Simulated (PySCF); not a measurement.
**C₂H₂F₂O: NMR shifts, electronic excitations and K edges in gas and solvents, part 1 of 2**

Aim: compute the NMR shifts, electronic excitations and K edges of C₂H₂F₂O (`O=CC(F)F`), and see what a dielectric continuum does where one was used.

Computed with PySCF 2.14.0, with density-fitted response routines of our own, on a single molecule, in the gas phase or a continuum. Atoms count from 0, in the outputs and in this text.

### 1 The molecule as given

7 atoms, charge 0, multiplicity 1; geometry from: GFN2-xTB. The atoms were then displaced at random by about 0.01 Å, so the start is not that level's minimum.

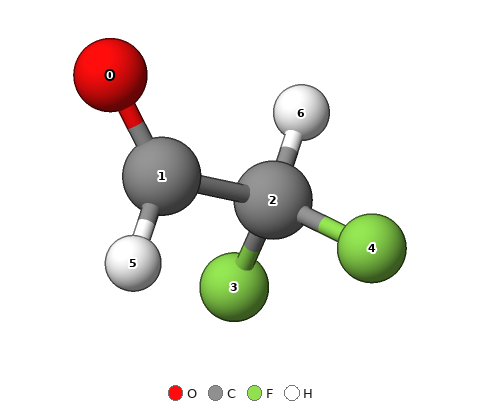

As it starts; oxygen red, carbon grey, fluorine green, hydrogen white, atoms numbered.

### 2 Relaxing the molecule at PBE0-D3(BJ)/def2-SVP

Job settings and geometry (Å):

```
{"job": {"xc": "PBE0", "basis": "def2-SVP", "d3": "d3bj", "grid": 1, "shake": 0.01, "kind": "geom"}, "charge": 0, "multiplicity": 1}
O      1.689050     0.186000     0.858730
C      0.908180    -0.065690    -0.026370
C     -0.634120     0.069910     0.085160
F     -1.148700    -1.130620    -0.143360
F     -1.063330     0.901000    -0.882280
H      1.223300    -0.431170    -1.015060
H     -0.940430     0.441460     1.073260
```

Run with:

```sh
OMP_NUM_THREADS=1 python probes_run.py task.json out
```

The driver reads the jobs from task.json and runs them one after another.

What it wrote:

```text
step   0  E = -351.67059633  max force = 0.021416
step   1  E = -351.67091878  max force = 0.013488
step   2  E = -351.67175166  max force = 0.005593
step   3  E = -351.67160494  max force = 0.010253
step   4  E = -351.67192580  max force = 0.002855
step   5  E = -351.67195198  max force = 0.000752
step   6  E = -351.67196393  max force = 0.000899
step   7  E = -351.67198988  max force = 0.002327
step   8  E = -351.67201408  max force = 0.002565
step   9  E = -351.67203667  max force = 0.001693
step  10  E = -351.67204536  max force = 0.000388
optimisation converged
```

It took 9.4 s on 1 thread of AMD EPYC 9R45, shared host; peak memory 0.34 GiB.

Relaxation path: (the energy doesn't fall at every step)

```csv
step,energy from step 0 (eV),largest force component (eV/Å)
0,0.0000,1.1013
1,-0.0088,0.6936
2,-0.0314,0.2876
3,-0.0274,0.5272
4,-0.0362,0.1468
5,-0.0369,0.0387
6,-0.0372,0.0462
7,-0.0379,0.1197
8,-0.0386,0.1319
9,-0.0392,0.0871
10,-0.0394,0.0200
```

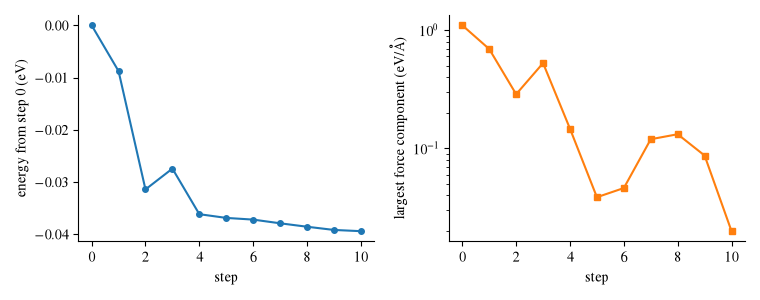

Energy and largest force along the relaxation.

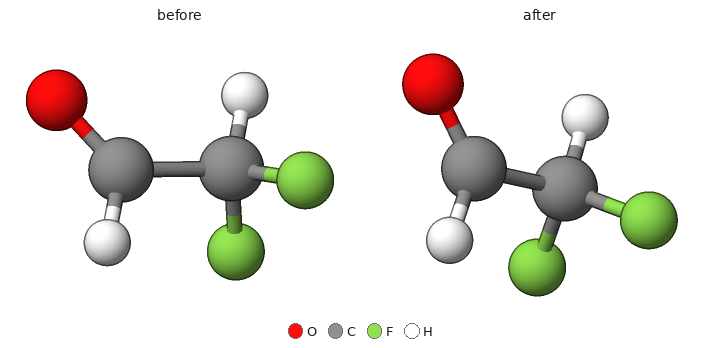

Before and after, at one scale.

Distances of close pairs at the start and the end, largest changes first:

```csv
bond,before (Å),after (Å),change (Å)
C1–C2,1.552,1.523,-0.030
C2–F3,1.326,1.347,+0.021
C1–H5,1.100,1.120,+0.019
O0–C1,1.207,1.196,-0.011
C2–H6,1.099,1.103,+0.004
C2–F4,1.346,1.347,+0.001
```

The final coordinates are the input of the step that follows.

```csv
at the end point,value
"rotational constants (GHz, main isotopes)","9.454, 3.899, 3.030"
dipole moment (D),0.48
```

### 3 NMR shieldings: PBE0/pcSseg-1 in acetone

Job settings and geometry (Å):

```
{"job": {"kind": "nmr", "xc": "PBE0", "basis": "pcSseg-1", "solvent": "acetone", "pop": true}, "charge": 0, "multiplicity": 1}
O      1.500077     0.828168     0.739351
C      0.871871     0.203487    -0.064279
C     -0.607197    -0.115304     0.106280
F     -0.762582    -1.451604     0.033182
F     -1.277981     0.445443    -0.918475
H      1.308936    -0.200136    -1.012747
H     -0.999728     0.260027     1.066426
```

With the program's defaults for keys left out, this is: GIAO PBE0/pcSseg-1 NMR shielding, non-relativistic, IEF-PCM acetone.

What it wrote:

```text
coarse grid: 6672 points
cycle   1  E = -351.7112365405  dE =  7.707e-01  |g| = 9.289e-01  |ddm| = 2.253e+00
cycle   2  E = -351.3362470887  dE =  3.750e-01  |g| = 1.715e+00  |ddm| = 1.470e+00
cycle   3  E = -351.8601641542  dE = -5.239e-01  |g| = 1.514e-01  |ddm| = 1.074e+00
cycle   4  E = -351.8632048956  dE = -3.041e-03  |g| = 7.718e-02  |ddm| = 1.100e-01
cycle   5  E = -351.8641183930  dE = -9.135e-04  |g| = 8.547e-03  |ddm| = 4.223e-02
cycle   6  E = -351.8641318664  dE = -1.347e-05  |g| = 2.844e-03  |ddm| = 6.483e-03
cycle   7  E = -351.8641333830  dE = -1.517e-06  |g| = 6.945e-04  |ddm| = 2.387e-03
final grid: 67576 points
cycle   8  E = -351.9172370050  dE = -1.276e-05  |g| = 1.065e-02  |ddm| = 1.422e-02
cycle   9  E = -351.9171856877  dE =  5.132e-05  |g| = 2.008e-02  |ddm| = 1.584e-02
cycle  10  E = -351.9172572670  dE = -7.158e-05  |g| = 9.726e-04  |ddm| = 1.054e-02
cycle  11  E = -351.9172574231  dE = -1.561e-07  |g| = 2.249e-04  |ddm| = 5.960e-04
cycle  12  E = -351.9172574297  dE = -6.595e-09  |g| = 6.128e-05  |ddm| = 1.456e-04
cycle  13  E = -351.9172574303  dE = -6.485e-10  |g| = 8.740e-06  |ddm| = 4.546e-05
converged SCF energy = -351.9172574303

GIAO shielding tensors (ppm)
atom      isotropic    diamagn.    paramagn.     s11        s22        s33       span
  0 O     -350.484     398.712    -749.196   -976.798   -452.606    377.951   1354.749
  1 C      -16.143     250.315    -266.458   -104.482    -30.494     86.547    191.028
  2 C       71.240     241.115    -169.875     53.973     69.638     90.108     36.135
  3 F      324.685     472.197    -147.512    223.159    344.306    406.590    183.432
  4 F      324.113     472.190    -148.077    221.983    341.904    408.452    186.469
  5 H       21.677      26.954      -5.278     20.222     21.040     23.768      3.546
  6 H       25.771      27.395      -1.624     22.826     25.015     29.471      6.644
```

It took 2.5 s on 1 thread of AMD EPYC 9R45, shared host; peak memory 0.45 GiB.

The references, computed at this level on geometries of the same kind, shield at (ppm): 1H TMS 31.24, 13C TMS 185.4, 19F CFCl3 180.4, 17O H2O 342.8. Their shielding less the atom's gives the shift. The references are single molecules in the same continuum, so shifts against H2O, NH3, PH3, H3PO4 or CFCl3 are not on the usual liquid scales and can be off by tens of ppm. Atoms listed in one row are averaged.

```csv
atoms,environment,σ (ppm),δ (ppm)
C1,aldehyde carbonyl carbon,-16.1,201.6
C2,"sp3 CH bonded to 2 F, α to a carbonyl",71.2,114.2
H5,hydrogen on an aldehyde carbonyl carbon,21.68,9.56
H6,"hydrogen on an sp3 CH bonded to 2 F, α to a carbonyl",25.77,5.47
O0,aldehyde oxygen,-350.5,693.2
"F3, F4",fluorine of a CF2 group,324.4,-144.0
```

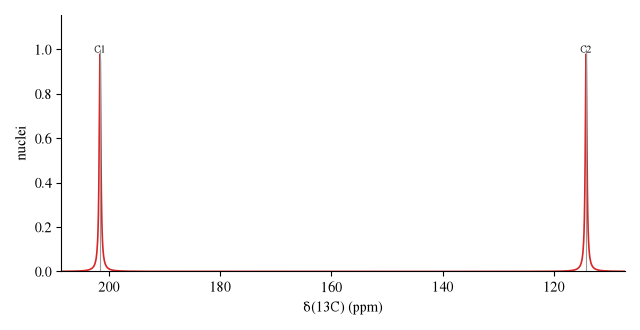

13C lines at the computed shifts, without couplings. Lines are broadened to a width of 0.35 ppm (Lorentzian).

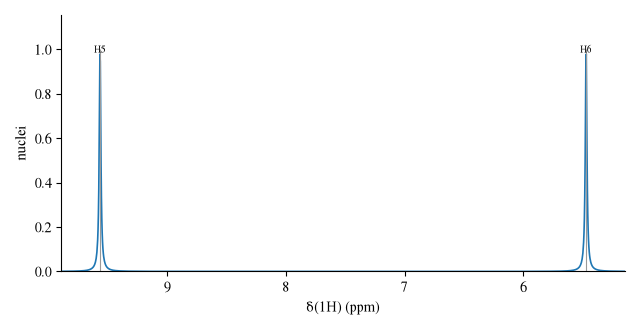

1H lines at the computed shifts, without couplings. Lines are broadened to a width of 0.02 ppm (Lorentzian).

The run also stored atomic charges by several schemes (e):

```csv
atoms,Mulliken,IAO,Hirshfeld,ESP fit
O0,-0.36,-0.38,-0.22,-0.45
C1,0.20,0.25,0.14,0.39
C2,0.49,0.41,0.15,0.41
"F3, F4",-0.30,-0.29,-0.10,-0.24
```

Hirshfeld charges:

```csv
atom,value (e)
O0,-0.22
C1,0.14
C2,0.15
F3,-0.10
F4,-0.10
H5,0.07
H6,0.07
```

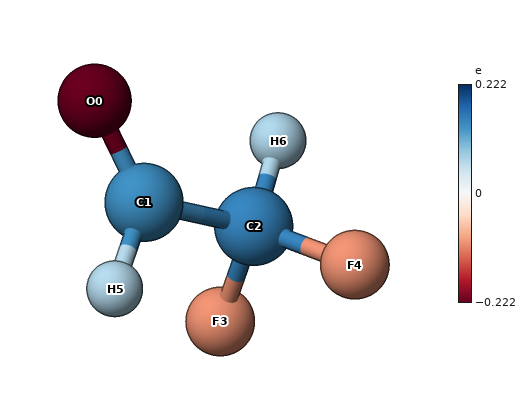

Hirshfeld charges, as colours on the atoms.

Mayer bond orders: O0–C1 2.02, C1–C2 0.93, C2–F3 0.95, C2–F4 0.95.

### 4 NMR shieldings: PBE0/pcSseg-1 in acetonitrile

The job, as its differences from that of step 3:

```diff
@@ -1,2 +1,2 @@
-{"job": {"kind": "nmr", "xc": "PBE0", "basis": "pcSseg-1", "solvent": "acetone", "pop": true}, "charge": 0, "multiplicity": 1}
+{"job": {"kind": "nmr", "xc": "PBE0", "basis": "pcSseg-1", "solvent": "acetonitrile", "pop": false}, "charge": 0, "multiplicity": 1}
 O      1.500077     0.828168     0.739351
```

Level: GIAO PBE0/pcSseg-1 NMR shielding, non-relativistic, IEF-PCM acetonitrile.

What it wrote:

```text
coarse grid: 6672 points
cycle   1  E = -351.7118301509  dE =  7.701e-01  |g| = 9.281e-01  |ddm| = 2.253e+00
cycle   2  E = -351.3398269190  dE =  3.720e-01  |g| = 1.710e+00  |ddm| = 1.462e+00
cycle   3  E = -351.8604536210  dE = -5.206e-01  |g| = 1.503e-01  |ddm| = 1.067e+00
cycle   4  E = -351.8634503777  dE = -2.997e-03  |g| = 7.676e-02  |ddm| = 1.091e-01
cycle   5  E = -351.8643535972  dE = -9.032e-04  |g| = 8.494e-03  |ddm| = 4.195e-02
cycle   6  E = -351.8643668910  dE = -1.329e-05  |g| = 2.825e-03  |ddm| = 6.450e-03
cycle   7  E = -351.8643683877  dE = -1.497e-06  |g| = 6.876e-04  |ddm| = 2.367e-03
final grid: 67576 points
cycle   8  E = -351.9174716574  dE = -1.283e-05  |g| = 1.063e-02  |ddm| = 1.421e-02
cycle   9  E = -351.9174208350  dE =  5.082e-05  |g| = 2.000e-02  |ddm| = 1.578e-02
cycle  10  E = -351.9174918427  dE = -7.101e-05  |g| = 9.660e-04  |ddm| = 1.048e-02
cycle  11  E = -351.9174919967  dE = -1.540e-07  |g| = 2.255e-04  |ddm| = 5.923e-04
cycle  12  E = -351.9174920034  dE = -6.637e-09  |g| = 6.132e-05  |ddm| = 1.457e-04
cycle  13  E = -351.9174920040  dE = -6.523e-10  |g| = 8.707e-06  |ddm| = 4.536e-05
converged SCF energy = -351.9174920040

GIAO shielding tensors (ppm)
atom      isotropic    diamagn.    paramagn.     s11        s22        s33       span
  0 O     -349.261     398.757    -748.017   -974.514   -451.354    378.086   1352.600
  1 C      -16.311     250.309    -266.619   -104.449    -31.099     86.617    191.065
  2 C       71.233     241.107    -169.874     53.974     69.641     90.085     36.110
  3 F      324.815     472.209    -147.394    223.282    344.416    406.748    183.466
  4 F      324.252     472.203    -147.951    222.118    342.022    408.616    186.499
  5 H       21.673      26.940      -5.267     20.221     21.028     23.770      3.550
  6 H       25.761      27.381      -1.620     22.820     24.999     29.463      6.643
```

Wall time 1.9 s (1 thread of AMD EPYC 9R45, shared host); peak memory 0.46 GiB.

This run: δ C1 201.8, C2 114.2, O0 692.3, F3 -144.0, H5 9.57, H6 5.48 ppm (means over like atoms).

### 5 Ultraviolet spectrum: PBE0/def2-SVPD

The job, as its differences from that of step 4:

```diff
@@ -1,2 +1,2 @@
-{"job": {"kind": "nmr", "xc": "PBE0", "basis": "pcSseg-1", "solvent": "acetonitrile", "pop": false}, "charge": 0, "multiplicity": 1}
+{"job": {"kind": "uv", "xc": "PBE0", "basis": "def2-SVPD", "dynamic": true, "nstates": 6, "ntriplets": 0}, "charge": 0, "multiplicity": 1}
 O      1.500077     0.828168     0.739351
```

Method: TDDFT PBE0/def2-SVPD, vertical, gas phase, core orbitals frozen in the response.

What it wrote:

```text
coarse grid: 6672 points
cycle   1  E = -351.4887039142  dE =  7.534e-01  |g| = 8.985e-01  |ddm| = 3.081e+00
cycle   2  E = -351.0100429026  dE =  4.787e-01  |g| = 1.821e+00  |ddm| = 2.159e+00
cycle   3  E = -351.6379270432  dE = -6.279e-01  |g| = 1.787e-01  |ddm| = 1.578e+00
cycle   4  E = -351.6425124386  dE = -4.585e-03  |g| = 8.728e-02  |ddm| = 1.918e-01
cycle   5  E = -351.6437927289  dE = -1.280e-03  |g| = 9.846e-03  |ddm| = 6.475e-02
cycle   6  E = -351.6438091534  dE = -1.642e-05  |g| = 3.469e-03  |ddm| = 1.033e-02
cycle   7  E = -351.6438116667  dE = -2.513e-06  |g| = 8.584e-04  |ddm| = 3.840e-03
final grid: 67576 points
cycle   8  E = -351.6972201371  dE = -5.465e-06  |g| = 1.081e-02  |ddm| = 4.102e-02
cycle   9  E = -351.6971539680  dE =  6.617e-05  |g| = 2.161e-02  |ddm| = 2.288e-02
cycle  10  E = -351.6972417323  dE = -8.776e-05  |g| = 1.368e-03  |ddm| = 1.590e-02
cycle  11  E = -351.6972420653  dE = -3.330e-07  |g| = 1.646e-04  |ddm| = 1.086e-03
cycle  12  E = -351.6972420694  dE = -4.073e-09  |g| = 5.280e-05  |ddm| = 1.856e-04
cycle  13  E = -351.6972420700  dE = -5.642e-10  |g| = 1.091e-05  |ddm| = 5.823e-05
converged SCF energy = -351.6972420700

Static polarisability (au): isotropic 30.395, principal 25.960 29.799 35.424

Singlet excitations
state   eV       nm        f      main configurations
  1   4.0560    305.7   0.00003   H->L 0.99
  2   7.4353    166.8   0.00003   H-1->L 0.97
  3   8.2313    150.6   0.03009   H->L+2 0.81, H->L+1 0.14
  4   8.3111    149.2   0.05004   H->L+1 0.84, H->L+2 0.15
  5   8.8956    139.4   0.04947   H->L+3 0.68, H-3->L 0.15, H-2->L 0.12
  6   8.9380    138.7   0.05222   H-3->L 0.45, H-2->L 0.27, H->L+3 0.25
```

It took 3.5 s on 1 thread of AMD EPYC 9R45, shared host; peak memory 0.55 GiB.

Frontier orbitals and where they lie:

```csv
orbital,eV,atoms
HOMO−3,-12.56,"F3 41 %, F4 40 %, O0 10 %"
HOMO−2,-12.01,"O0 46 %, C1 22 %, F4 16 %"
HOMO−1,-11.23,"F3 25 %, F4 25 %, C2 17 %"
HOMO,-8.47,"O0 55 %, C1 16 %, C2 11 %"
LUMO,-2.00,"C1 41 %, O0 37 %, C2 6 %"
LUMO+1,0.97,"C2 34 %, H6 20 %, F3 13 %"
LUMO+2,1.12,"H5 32 %, C1 27 %, O0 18 %"
```

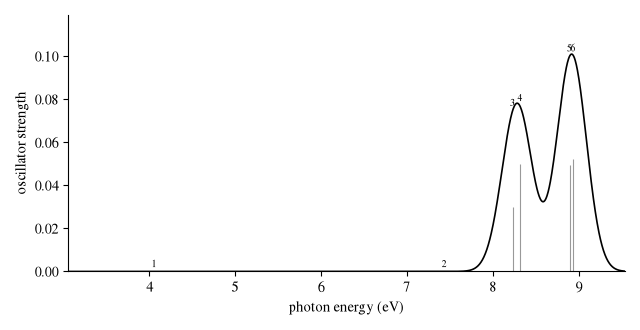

Absorption spectrum from the 6 singlet states computed; above the last one it falls off for lack of states. Lines are broadened to a width of 0.40 eV (Gaussian).

Further results of this job:

```csv
property,computed
dipole moment (D),0.55
polarisability (Å³),4.50
HOMO–LUMO gap (eV),6.46
−ε(HOMO) (eV),8.47
C6 with itself (au),482
```

### 6 Ultraviolet spectrum: PBE0/def2-SVPD in acetone

The job, as its differences from that of step 5:

```diff
@@ -1,2 +1,2 @@
-{"job": {"kind": "uv", "xc": "PBE0", "basis": "def2-SVPD", "dynamic": true, "nstates": 6, "ntriplets": 0}, "charge": 0, "multiplicity": 1}
+{"job": {"kind": "uv", "xc": "PBE0", "basis": "def2-SVPD", "solvent": "acetone", "nstates": 6, "ntriplets": 0}, "charge": 0, "multiplicity": 1}
 O      1.500077     0.828168     0.739351
```

Level: TDDFT PBE0/def2-SVPD, vertical, IEF-PCM acetone (non-equilibrium linear response), core orbitals frozen in the response.

What it wrote:

```text
coarse grid: 6672 points
cycle   1  E = -351.5066999887  dE =  7.356e-01  |g| = 8.727e-01  |ddm| = 3.082e+00
cycle   2  E = -351.1348435269  dE =  3.719e-01  |g| = 1.655e+00  |ddm| = 2.020e+00
cycle   3  E = -351.6468901457  dE = -5.120e-01  |g| = 1.451e-01  |ddm| = 1.398e+00
cycle   4  E = -351.6498673974  dE = -2.977e-03  |g| = 7.221e-02  |ddm| = 1.598e-01
cycle   5  E = -351.6507354210  dE = -8.680e-04  |g| = 8.346e-03  |ddm| = 5.462e-02
cycle   6  E = -351.6507469121  dE = -1.149e-05  |g| = 2.912e-03  |ddm| = 9.073e-03
cycle   7  E = -351.6507486404  dE = -1.728e-06  |g| = 6.789e-04  |ddm| = 3.091e-03
final grid: 67576 points
cycle   8  E = -351.7041456318  dE = -7.341e-06  |g| = 1.028e-02  |ddm| = 4.065e-02
cycle   9  E = -351.7040952545  dE =  5.038e-05  |g| = 1.941e-02  |ddm| = 2.132e-02
cycle  10  E = -351.7041653189  dE = -7.006e-05  |g| = 1.104e-03  |ddm| = 1.435e-02
cycle  11  E = -351.7041655331  dE = -2.142e-07  |g| = 1.757e-04  |ddm| = 9.441e-04
cycle  12  E = -351.7041655378  dE = -4.672e-09  |g| = 5.560e-05  |ddm| = 1.749e-04
cycle  13  E = -351.7041655384  dE = -6.145e-10  |g| = 8.962e-06  |ddm| = 5.787e-05
converged SCF energy = -351.7041655384

Static polarisability (au): isotropic 36.965, principal 31.236 36.066 43.593

Singlet excitations
state   eV       nm        f      main configurations
  1   4.1038    302.1   0.00003   H->L 0.99
  2   7.3817    168.0   0.00005   H-1->L 0.98
  3   8.2273    150.7   0.00573   H->L+1 0.61, H->L+2 0.35
  4   8.4445    146.8   0.05011   H->L+2 0.62, H->L+1 0.36
  5   8.8381    140.3   0.12095   H->L+3 0.95
  6   8.9685    138.2   0.05193   H-3->L 0.54, H-2->L 0.44
```

It took 2.9 s on 1 thread of AMD EPYC 9R45, shared host; peak memory 0.56 GiB.

This run: HOMO -8.28 eV, LUMO -1.78 eV; lowest singlet 4.10 eV.

### 7 Ultraviolet spectrum: PBE0/def2-SVPD in acetonitrile

The job, as its differences from that of step 6:

```diff
@@ -1,2 +1,2 @@
-{"job": {"kind": "uv", "xc": "PBE0", "basis": "def2-SVPD", "solvent": "acetone", "nstates": 6, "ntriplets": 0}, "charge": 0, "multiplicity": 1}
+{"job": {"kind": "uv", "xc": "PBE0", "basis": "def2-SVPD", "solvent": "acetonitrile", "nstates": 6, "ntriplets": 0}, "charge": 0, "multiplicity": 1}
 O      1.500077     0.828168     0.739351
```

Level: TDDFT PBE0/def2-SVPD, vertical, IEF-PCM acetonitrile (non-equilibrium linear response), core orbitals frozen in the response.

What it wrote:

```text
coarse grid: 6672 points
cycle   1  E = -351.5072693106  dE =  7.350e-01  |g| = 8.719e-01  |ddm| = 3.082e+00
cycle   2  E = -351.1382326927  dE =  3.690e-01  |g| = 1.651e+00  |ddm| = 2.016e+00
cycle   3  E = -351.6471749088  dE = -5.089e-01  |g| = 1.443e-01  |ddm| = 1.394e+00
cycle   4  E = -351.6501180400  dE = -2.943e-03  |g| = 7.181e-02  |ddm| = 1.591e-01
cycle   5  E = -351.6509762702  dE = -8.582e-04  |g| = 8.312e-03  |ddm| = 5.433e-02
cycle   6  E = -351.6509876577  dE = -1.139e-05  |g| = 2.895e-03  |ddm| = 9.047e-03
cycle   7  E = -351.6509893655  dE = -1.708e-06  |g| = 6.728e-04  |ddm| = 3.073e-03
final grid: 67576 points
cycle   8  E = -351.7043859951  dE = -7.398e-06  |g| = 1.026e-02  |ddm| = 4.063e-02
cycle   9  E = -351.7043360513  dE =  4.994e-05  |g| = 1.934e-02  |ddm| = 2.127e-02
cycle  10  E = -351.7044056215  dE = -6.957e-05  |g| = 1.098e-03  |ddm| = 1.431e-02
cycle  11  E = -351.7044058332  dE = -2.118e-07  |g| = 1.763e-04  |ddm| = 9.417e-04
cycle  12  E = -351.7044058380  dE = -4.708e-09  |g| = 5.572e-05  |ddm| = 1.752e-04
cycle  13  E = -351.7044058386  dE = -6.127e-10  |g| = 8.944e-06  |ddm| = 5.794e-05
converged SCF energy = -351.7044058386

Static polarisability (au): isotropic 37.230, principal 31.456 36.319 43.915

Singlet excitations
state   eV       nm        f      main configurations
  1   4.1060    302.0   0.00003   H->L 0.99
  2   7.3800    168.0   0.00005   H-1->L 0.98
  3   8.2259    150.7   0.00541   H->L+1 0.62, H->L+2 0.34
  4   8.4487    146.7   0.04771   H->L+2 0.63, H->L+1 0.35
  5   8.8389    140.3   0.12266   H->L+3 0.95
  6   8.9707    138.2   0.05120   H-3->L 0.54, H-2->L 0.44
```

Run time: 2.9 s. Hardware: 1 thread of AMD EPYC 9R45, shared host; peak memory 0.56 GiB.

In short: HOMO -8.27 eV, LUMO -1.77 eV; lowest singlet 4.11 eV.

(Continued in part 2 of 2.)
